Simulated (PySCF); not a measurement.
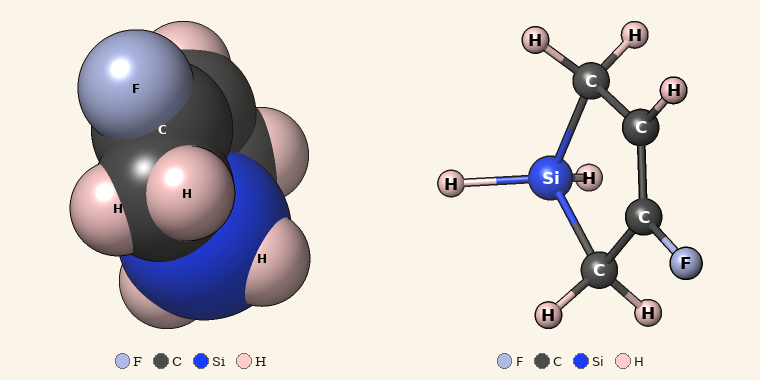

Both panels show the same species.

The geometry was computed by an optimisation with PBE0-D3(BJ)/def2-SVP. No frequency run is at hand to confirm it as a minimum.

What is the molecular formula?

C₄H₇FSi, 13 atoms: 4 carbon, 7 hydrogen, 1 fluorine and 1 silicon.

How many bonds of each kind are drawn?

5 C–H, 3 C–C, 2 C–Si, 2 Si–H, 1 C–F.

More results for the same structure follow; atom numbers are the same in all pictures, views and colours differ.

**Electronic properties**

No frequency run is at hand to confirm it as a minimum. Level of theory: CAM-B3LYP/def2-SVPD, gas phase (PySCF 2.14.0). Excitations: vertical, linear response.

Predict the main results.

- dipole moment: 1.47 D
- HOMO energy (Kohn–Sham orbital): −8.34 eV
- LUMO energy (Kohn–Sham orbital): 1.12 eV
- HOMO–LUMO gap: 9.46 eV
- mean static polarisability: 71.2 bohr³
- lowest vertical singlet excitation: 6.47 eV
- its oscillator strength: 0.003
- brightest of the 6 lowest singlets: 6.98 eV
- its oscillator strength: 0.19

**NMR shielding**

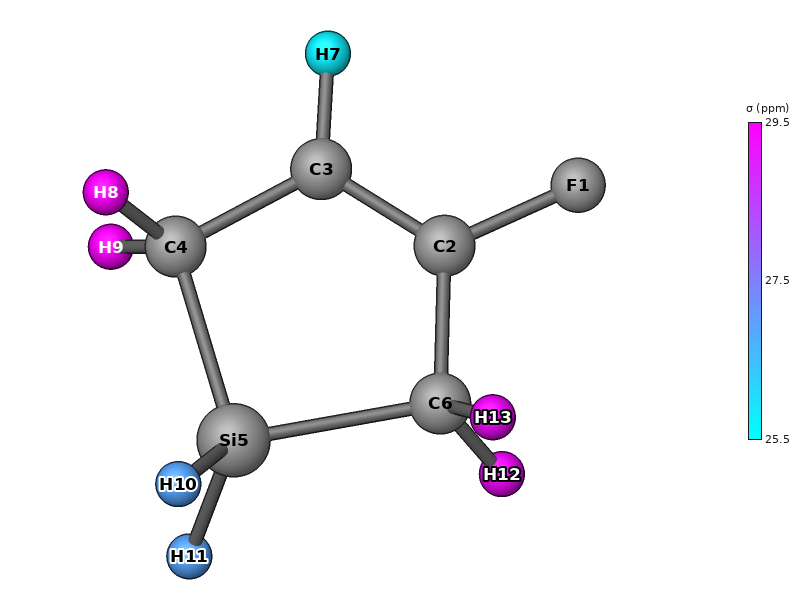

Atoms are coloured by their isotropic NMR shieldings (H only, the others grey). No frequency run is at hand to confirm it as a minimum. Properties computed with GIAO PBE0/pcSseg-1 NMR shielding, non-relativistic, IEF-PCM water (PySCF 2.14.0).

List the isotropic NMR shieldings of the H atoms.

| atom | σ (ppm) |
| --- | --- |
| H7 | 25.76 |
| H8 | 29.46 |
| H9 | 29.46 |
| H10 | 26.89 |
| H11 | 26.90 |
| H12 | 29.33 |
| H13 | 29.30 |

**Charges**

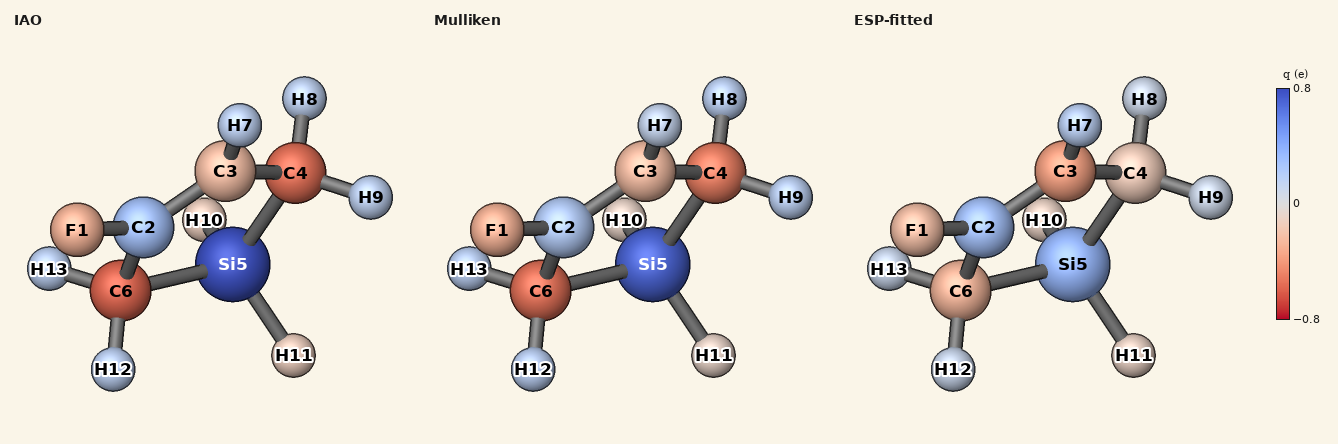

Atomic charges of one calculation by 3 schemes, on one colour scale. No frequency run is at hand to confirm it as a minimum. Method: PBE0/pcSseg-1 in benzene (IEF-PCM) (PySCF 2.14.0).

On which atom do the schemes disagree most?

On Si5 (from 0.34 to 0.77 e).

List the charges (e), one line for each set of equivalent atoms. Atoms whose distances differ by more than 0.02 Å in this geometry are listed apart.

| atom | IAO | Mulliken | ESP-fitted |
| --- | --- | --- | --- |
| F1 | −0.27 | −0.28 | −0.21 |
| C2 | 0.28 | 0.21 | 0.28 |
| C3 | −0.22 | −0.23 | −0.36 |
| C4 | −0.54 | −0.49 | −0.14 |
| Si5 | 0.77 | 0.70 | 0.34 |
| C6 | −0.57 | −0.54 | −0.26 |
| H7 | 0.16 | 0.12 | 0.17 |
| H8 | 0.16 | 0.16 | 0.08 |
| H9 | 0.16 | 0.16 | 0.08 |
| H10 | −0.12 | −0.09 | −0.10 |
| H11 | −0.12 | −0.08 | −0.09 |
| H12 | 0.16 | 0.17 | 0.10 |
| H13 | 0.16 | 0.17 | 0.11 |

Mulliken values depend strongly on the basis set and can even reverse the polarity of a bond.
